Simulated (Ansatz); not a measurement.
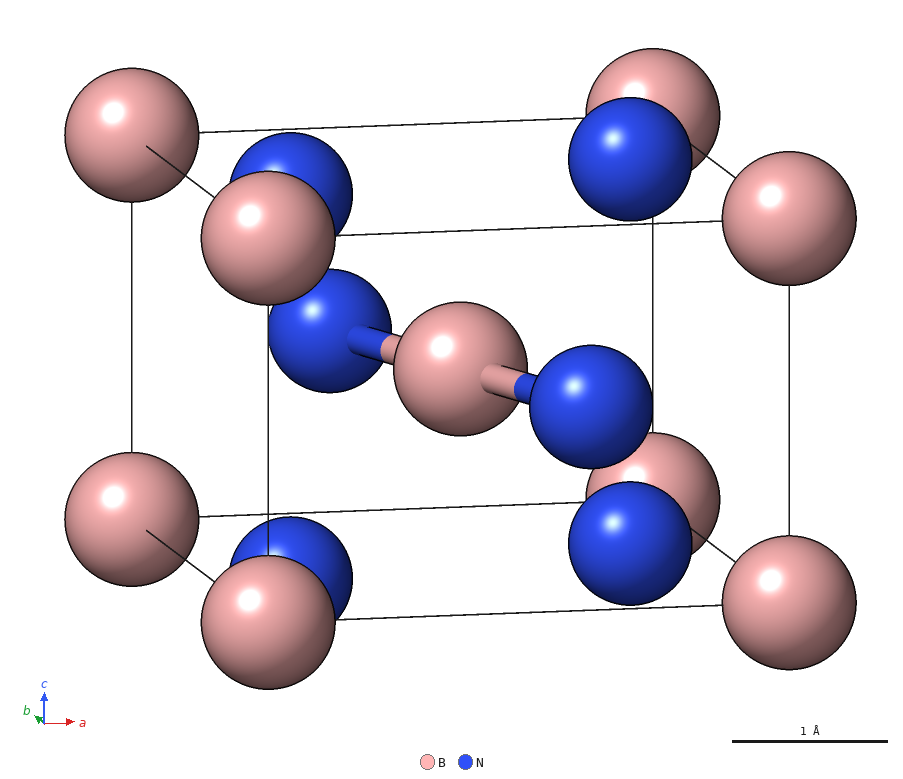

The crystal in a ball-and-stick representation, seen slightly off an axis. The conventional unit cell is outlined; an atom on or near a face, edge or corner is repeated at each equivalent position.

**Find the formula by counting the atoms in the cell.**

BN₂. The cell holds 2 B, 4 N, counting shared atoms by their share.

**Identify the Bravais lattice.**

Primitive orthorhombic.

**State the space group and its number.**

Pnnm (No. 58), with B on 2a and N on 4g.

Its origin is a textbook structure type filled with these elements (whether it is the usual form wasn't checked). The structure drawn was relaxed with Ansatz, DFT PBE, scalar-relativistic, plane waves, PAW.
